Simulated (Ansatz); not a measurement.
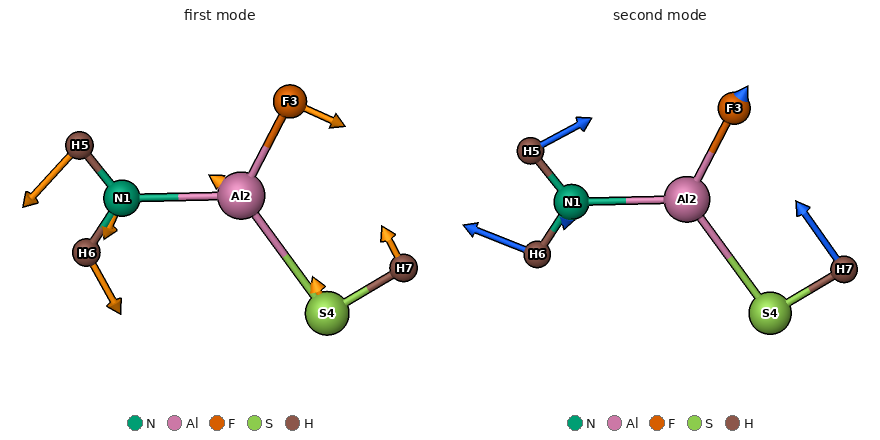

The system is AlFH₃NS, SMILES [NH2][Al]([F])[SH]; the picture shows the reference structure; its two panels give the patterns of the first and the second mode as arrows. The first coordinate is: normal mode 3 (204 cm⁻¹); the second: normal mode 9 (678 cm⁻¹). Nothing is relaxed (straight displacements along the two mass-weighted modes). Grid: 9 × 9 points. Points are written as (first, second). Energies are in kcal/mol, from the lowest grid point. The calculation used Ansatz 0.2.0, RKS PBE0-D4/def2-TZVP.

Its coordinates:

```xyz
7

N    -0.8571    0.8168    0.8365
Al    0.3696   -0.1261    0.0148
F     1.8719   -0.2547    0.6802
S    -0.0324   -1.1369   -1.8653
H    -0.7153    1.3000    1.7080
H    -1.7976    0.9501    0.5045
H     1.2220   -1.6173   -1.9244
```

Range: normal mode 3 (204 cm⁻¹) from −1.69 to 1.69 amu½·Å; normal mode 9 (678 cm⁻¹) from −0.861 to 0.861 amu½·Å.

**Predict the map.**

The lowest grid point is at (0.00 amu½·Å, 0.000 amu½·Å). It is the only kind of minimum in the scanned range. The highest grid point, (−1.69 amu½·Å, 0.861 amu½·Å), lies 52.1 kcal/mol above the lowest.

```tsv
normal mode 9 (678 cm⁻¹) ↓, normal mode 3 (204 cm⁻¹) →	−1.69	−1.27	−0.84	−0.42	0.00	0.42	0.84	1.27	1.69
0.861	52.1	40.8	31.9	25.3	21.1	18.9	18.7	20.2	23.1
0.646	33.8	24.5	17.6	13.0	10.5	9.7	10.4	12.4	15.3
0.430	20.2	13.1	8.2	5.4	4.1	4.2	5.2	7.1	9.9
0.215	11.4	6.3	3.1	1.5	0.9	1.2	2.3	4.1	6.9
0.000	7.0	3.5	1.4	0.3	0.0	0.3	1.4	3.4	6.9
−0.215	6.6	3.9	2.2	1.2	0.9	1.4	2.9	5.9	10.6
−0.430	9.2	6.7	5.0	4.1	4.1	5.3	7.9	12.2	18.7
−0.646	14.3	11.7	10.2	9.7	10.6	12.9	17.1	23.3	31.6
−0.861	21.9	19.6	18.6	19.1	21.3	25.3	31.2	39.2	49.2
```

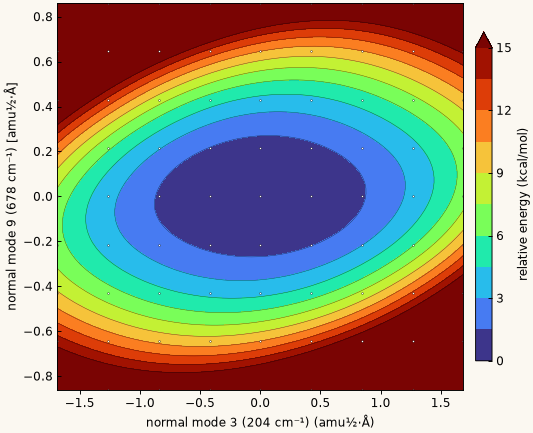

In the figure: filled contours, dots at the grid points, one colour for all values above the top of the scale. Between grid points the surface is interpolated.

Time for the 81 points that were run: 9.2 min on 1 thread of Arm Neoverse V2, with other jobs on the host.
